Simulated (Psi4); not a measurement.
**CCSD/cc-pVTZ run of SiS (SMILES [Si-]#[S+])**

Aim: the vertical ionisation energy of SiS at CCSD/cc-pVTZ, from 2 runs. 

The results are computed with Psi4 1.11.

## (1) The molecule

SiS: 2 atoms, total charge 0, spin state singlet. SMILES: `[Si-]#[S+]`. Geometry: the measured bond length.

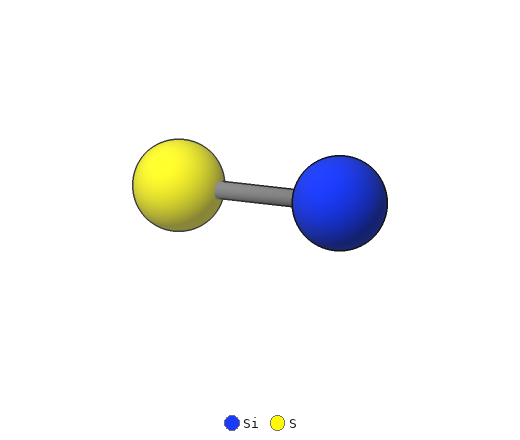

Viewed from a chosen angle; silicon blue, sulfur yellow.

## (2) A single-point energy at CCSD/cc-pVTZ

input.inp reads:

```
memory 1600 MB

molecule molecule1 {
  0 1
  Si     0.00000000     0.00000000     0.00000000
  S      0.00000000     0.00000000     3.64588830
  units bohr
  symmetry c1
}

set reference rhf
set puream true
set e_convergence 1e-09
set d_convergence 1e-08
set scf_type pk
set num_frozen_docc 10

result = energy('ccsd/cc-pVTZ')
```

Launch:

```console
psi4 -i input.inp -o input.out -n 1
```

input.out:

```text
[...]
  Running in c1 symmetry.
[...]
  Nuclear repulsion =   61.439073709416711
[...]
  Multiplicity = 1
[...]
  Nalpha       = 15
  Nbeta        = 15
[...]
    Number of basis functions: 68
[...]
   @RHF iter   1:  -686.47469103258027   -5.84126e-01   3.56847e-03 ADIIS/DIIS
[...]
   @RHF iter  10:  -686.50649015150373   -7.38964e-12   6.12097e-09 DIIS
[...]
    Orbital Energies [Eh]
    ---------------------
    Doubly Occupied:
       1A    -91.937570     2A    -68.838636     3A     -8.941929
       4A     -6.622043     5A     -6.621347     6A     -6.621347
       7A     -6.183743     8A     -4.284427     9A     -4.284408
      10A     -4.284408    11A     -0.940980    12A     -0.572603
      13A     -0.389279    14A     -0.388315    15A     -0.388315
[...]
  @RHF Final Energy:  -686.50649015150373
   => Energetics <=
    Nuclear Repulsion Energy =             61.4390737094167108
    One-Electron Energy =               -1073.2924282408928320
    Two-Electron Energy =                 325.3468643799724305
    Total Energy =                       -686.5064901515037263
[...]
 Multipole Moments:
 ------------------------------------------------------------------------------------
     Multipole            Electronic (a.u.)      Nuclear  (a.u.)        Total (a.u.)
 ------------------------------------------------------------------------------------
 L = 1.  Multiply by 2.5417464519 to convert [e a0] to [Debye]
 Dipole X            :         -0.0000000            0.0000000           -0.0000000
 Dipole Y            :         -0.0000000            0.0000000           -0.0000000
 Dipole Z            :         -0.8988048            0.0013275           -0.8974773
 Magnitude           :                                                    0.8974773
[...]
      * MP2 total energy                      = -686.765852310901550
[...]
      * CCSD total energy                     = -686.787492680714763
[...]
```

It took 16 s on 1 thread of Intel Xeon Platinum 8259CL at 2.50GHz (Skylake/Cascade Lake), shared host; peak memory 0.43 GiB.

## (3) The doublet cation at the same level

run.py reads:

```python
import psi4

psi4.set_memory('1600 MB')
psi4.set_num_threads(1)
psi4.set_output_file('psi4.out', False)

m = psi4.geometry("""
1 2
Si     0.00000000     0.00000000     0.00000000
S      0.00000000     0.00000000     3.64588830
units au
symmetry c1
no_reorient
no_com
""")

psi4.set_options({
    'basis': 'cc-pVTZ',
    'reference': 'uhf',
    'puream': True,
    'e_convergence': 1e-09,
    'd_convergence': 1e-08,
    'scf_type': 'pk',
    'num_frozen_docc': 10,
    'maxiter': 100,
})

e_tot = psi4.energy('ccsd')
print('E =', round(e_tot, 9))
```

Launch:

```console
python run.py
```

psi4.out:

```text
[...]
  Running in c1 symmetry.
[...]
  Nuclear repulsion =   61.439073709416711
[...]
  Multiplicity = 2
[...]
  Nalpha       = 15
  Nbeta        = 14
[...]
    Number of basis functions: 68
[...]
   @UHF iter   1:  -686.06428691804865   -1.73722e-01   4.35574e-03 DIIS/ADIIS
[...]
   @UHF iter  17:  -686.15029180853605   -3.63798e-12   6.16179e-09 DIIS
[...]
   @S^2 Observed:                7.896146673E-01
[...]
    Orbital Energies [Eh]
    ---------------------
    Alpha Occupied:
       1A    -92.239265     2A    -69.165360     3A     -9.239083
       4A     -6.928805     5A     -6.916119     6A     -6.916119
       7A     -6.505430     8A     -4.612704     9A     -4.603218
      10A     -4.603218    11A     -1.240118    12A     -0.878694
      13A     -0.716435    14A     -0.653681    15A     -0.653681
    Alpha Virtual:
      16A     -0.225513    17A     -0.225513    18A     -0.081395
      19A      0.036435    20A      0.088632    21A      0.088632
      22A      0.089499    23A      0.089499    24A      0.097327
      25A      0.129023    26A      0.163731    27A      0.163731
[...]
  @UHF Final Energy:  -686.15029180853605
   => Energetics <=
    Nuclear Repulsion Energy =             61.4390737094167108
    One-Electron Energy =               -1064.4235228810821354
    Two-Electron Energy =                 316.8341573631293500
    Total Energy =                       -686.1502918085361671
  UHF NO Occupations:
  HONO-2 :   13  A 1.9983215
  HONO-1 :   14  A 1.9834725
[...]
 Multipole Moments:
 ------------------------------------------------------------------------------------
     Multipole            Electronic (a.u.)      Nuclear  (a.u.)        Total (a.u.)
 ------------------------------------------------------------------------------------
 L = 1.  Multiply by 2.5417464519 to convert [e a0] to [Debye]
 Dipole X            :          0.0000000            0.0000000            0.0000000
 Dipole Y            :         -0.0000000            0.0000000           -0.0000000
 Dipole Z            :        -58.0601131           58.3342128            0.2740997
 Magnitude           :                                                    0.2740997
[...]
      * MP2 total energy                      = -686.384104336771657
[...]
      * CCSD total energy                     = -686.405746156616374
```

On the terminal:

```text
E = -686.405746157
```

Wall time 24 s (1 thread of Intel Xeon Platinum 8259CL at 2.50GHz (Skylake/Cascade Lake), shared host); peak memory 0.43 GiB.

## (4) Results

At CCSD/cc-pVTZ, 10 core orbitals frozen:

| quantity | value |
| --- | --- |
| singlet SiS: total energy | -686.78749 Eh |
| singlet SiS: HOMO energy (Hartree–Fock orbitals) | -10.57 eV |
| singlet SiS: LUMO energy (Hartree–Fock orbitals) | 0.75 eV |
| singlet SiS: HOMO–LUMO gap (Hartree–Fock orbitals) | 11.32 eV |
| singlet SiS: correlation energy (10 core orbitals frozen) | -281.0 mEh |
| singlet SiS: T1 diagnostic | 0.022 |
| doublet cation: total energy | -686.40575 Eh |
| doublet cation: HOMO energy (Hartree–Fock orbitals) (highest over α and β) | -17.51 eV |
| doublet cation: LUMO energy (Hartree–Fock orbitals) (lowest over α and β) | -8.84 eV |
| doublet cation: correlation energy (10 core orbitals frozen) | -255.5 mEh |
| doublet cation: ⟨S²⟩ of the reference determinant | 0.790 |
| doublet cation: T1 diagnostic | 0.048 |
| vertical ionisation energy (to the doublet cation) | 10.388 eV |

**Reading.** The vertical ionisation energy comes to 10.39 eV (1002 kJ/mol). The T1 diagnostic (singlet SiS) of 0.022 is above the customary mark for such species, so a single reference may not serve. The T1 diagnostic (doublet cation) of 0.048 is above the customary mark for such species, so a single reference may not serve.
